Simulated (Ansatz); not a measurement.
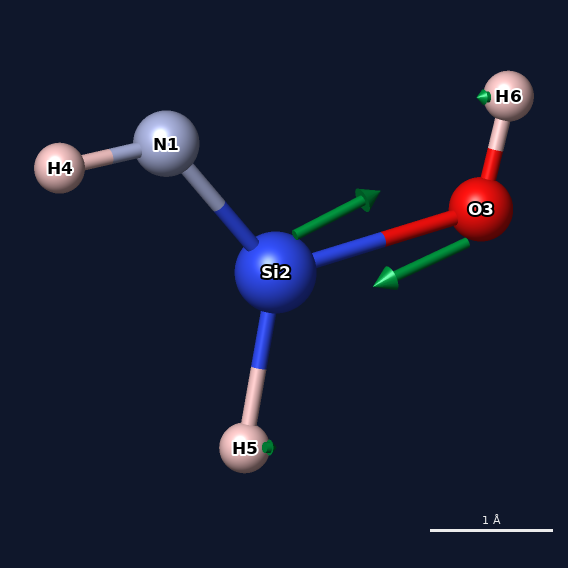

Arrows show the forces on the atoms, 0.2 Å of arrow for 1 eV/Å; forces under a tenth of the largest aren't drawn. Level of theory: PBE0-D4/def2-TZVPP (Ansatz 0.2.0).

Question: Along which bond is the force strongest?

Answer: Si2–O3, now 1.957 Å: the forces pull its atoms together, so a first step downhill shortens it.

List the force components in the frame of the picture (x right, y up, z towards the viewer), in eV/Å.

```csv
atom,Fx,Fy,Fz
N1,0.34,0.06,−0.18
Si2,3.54,1.83,−1.58
O3,−3.88,−1.82,1.78
H4,0.00,−0.05,−0.01
H5,0.50,0.01,−0.28
H6,−0.50,−0.02,0.27
```
